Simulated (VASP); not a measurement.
Band structure of SrTiO3 (space group Pm-3m). Method: LDA (Ceperley-Alder, Perdew-Zunger), VASP's LDA PAW potentials (set 64) (plane waves; VASP 6.6.1).

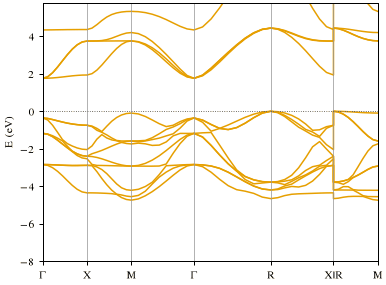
Fig. 1. Bands along high-symmetry lines, zero at the valence-band maximum or, without a gap, the Fermi level

### Question
Read the plot: is there a gap, and where are the band edges?

### Answer
The gap is indirect, 1.76 eV, from the valence maximum at R to the conduction minimum at Γ.

The structure is a typed SrTiO3 crystal (Pm-3m). The cell was not relaxed at this level.
